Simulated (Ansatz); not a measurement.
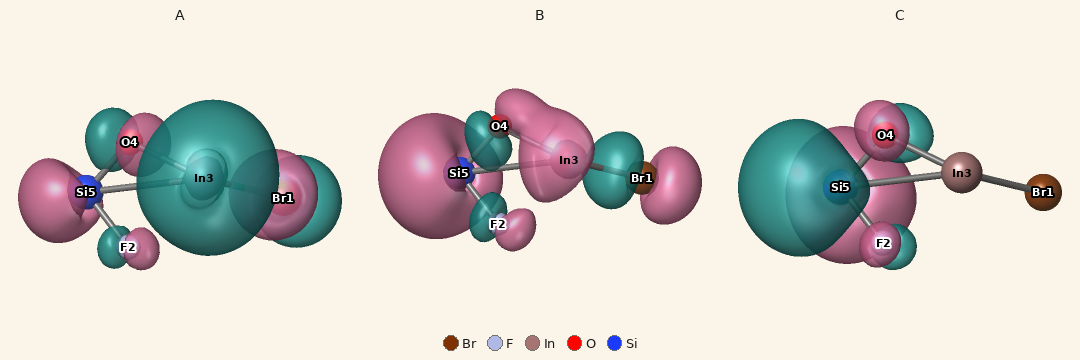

BrFInOSi (doublet). Three frontier orbitals at ±0.08 Å⁻³ᐟ² (teal and pink are the two phases), in no order.

Geometry: PBE0-D3(BJ)/def2-SVP; core potentials replace the inner electrons of In.

Level of theory: isolated molecule in a Gaussian basis; Kohn-Sham density functional theory, functional PBE0 (Ansatz 0.2.0).

The calculation's input:

```
crystal:
  periodic: [false, false, false]
  atoms:
    - symbol: Br
      position_ang: [-2.896861, -2.043891, 2.618397]
    - symbol: F
      position_ang: [-2.831150, 1.889248, 2.609628]
    - symbol: In
      position_ang: [-1.313636, -0.081223, 2.426458]
    - symbol: O
      position_ang: [-1.553273, 1.062587, 0.668587]
    - symbol: Si
      position_ang: [-2.605979, 2.261395, 0.942447]
basis:
  gaussian: {orbitals: def2-TZVPD}
magnetization: {spin_polarized: true, initial_magnetization: 1}
hamiltonian: {xc: {name: PBE0}}
output: {forces: true, orbitals: {seedname: orbitals}}
```

Run with:

```sh
ansatz run input.yaml --threads 2 --pin off --max-ram 4350MiB --events-out events.jsonl --progress --plain --runs-dir runs
```

Which picture is the HOMO−1, the HOMO and the LUMO? All are α orbitals.

B is the HOMO−1 (α) (−8.23 eV). It lies mainly on Si5 (about 60 %), Br1 (about 15 %), In3 (about 10 %) and O4 (about 10 %). A is the HOMO (α) (−6.87 eV). By Hirshfeld shares it lies mainly on In3 (about 55 %), Br1 (about 20 %), Si5 (about 10 %) and O4 (about 10 %). C is the LUMO (α) (−1.90 eV). By Hirshfeld shares it lies mainly on Si5 (about 80 %) and O4 (about 10 %).

What is the gap between the highest occupied and lowest empty α orbitals?

4.97 eV between the orbital energies.
